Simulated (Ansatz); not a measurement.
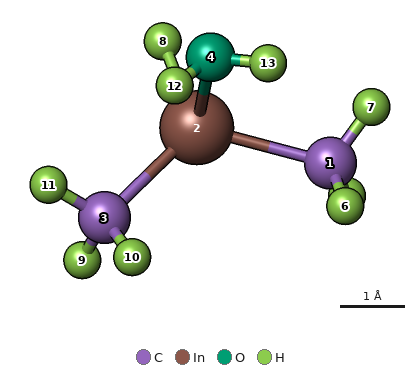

*The structure as given in the input (ball-and-stick view, seen at a tilt; atoms are numbered from 1 in the order of the input). Sticks mark near contacts.*

Bond lengths as drawn: C–H 1.09 Å, C–In 2.17 Å, H–In 1.73 Å, H–O 0.96 Å and In–O 2.47 Å.

**Single-point calculation, with input and output: C₂H₉InO**

C₂H₉InO, computed with RHF-MP2, frozen core/def2-QZVPP (Ansatz 0.2.0).

The geometry comes from this level: PBE0-D4/def2-TZVP.

Log:
```
Functional definition: HF
  name "HF"
  cite "Fock, Z. Phys. 61, 126 (1930) doi:10.1007/BF01340294"
  parent pbe
  exchange = exact_x
  correlation = 0
3140 factors; integrals over basis functions are off by at most 8.7e-4 eV
mean field evaluation 1: about -9385.1668 eV, gradient 5.0e1 eV
mean field evaluation 2: about -9385.2525 eV, gradient 5.0e1 eV
mean field evaluation 4: about -9390.7678 eV, gradient 3.9e0 eV
mean field evaluation 8: about -9390.8287 eV, gradient 2.8e-1 eV
mean field -9390.82909772 eV, -345.1066040086 hartree, gradient 2.3e-6 eV, S^2 0.000000; 0 other end points of the search recorded, 0 dependent functions left out
7 core orbitals not correlated: weight in the atoms' cores, before any rotation towards them, 1.000 or more for the frozen orbitals, at most 0.000 for the correlated occupied ones
reference -9390.82909772 eV, -345.1066040086 hartree; 18, 18 occupied and 498, 498 virtual orbitals, 3140 factors
second order -31.64054370 eV of doubles, -0.00000000 eV of singles
Total energy: -9422.46964142 eV, -346.2693725429 hartree
```

This output came from the following input.

Input file:
```yaml
crystal:
  periodic: [false, false, false]
  atoms:
    - {symbol: C, position_ang: [-1.120780, 1.581063, -0.489970]}
    - {symbol: In, position_ang: [-0.297864, -0.411449, -0.749018]}
    - {symbol: C, position_ang: [1.828002, -0.705436, -0.419212]}
    - {symbol: O, position_ang: [-0.805032, -0.994411, 1.595947]}
    - {symbol: H, position_ang: [-1.077814, 2.133298, -1.432075]}
    - {symbol: H, position_ang: [-0.558433, 2.153117, 0.251949]}
    - {symbol: H, position_ang: [-2.169723, 1.540949, -0.186410]}
    - {symbol: H, position_ang: [-1.229971, -1.638592, -1.544104]}
    - {symbol: H, position_ang: [2.380845, -0.541156, -1.347677]}
    - {symbol: H, position_ang: [2.218117, -0.005117, 0.323450]}
    - {symbol: H, position_ang: [2.041817, -1.725839, -0.091682]}
    - {symbol: H, position_ang: [0.012913, -1.183716, 2.065753]}
    - {symbol: H, position_ang: [-1.201776, -0.237612, 2.038046]}
basis:
  gaussian: {orbitals: "def2-QZVPP.json"}
correlation: {method: mp2}
```

Key numbers:

```csv
quantity,value
outcome,converged
total energy,−9422.4696 eV
mean-field energy,−9390.8291 eV
SCF solution under orbital rotations,stable
hardware,"4 CPU threads, shared host"
wall time,11 s (CPU time 41 s)
peak memory,3.5 GiB
```
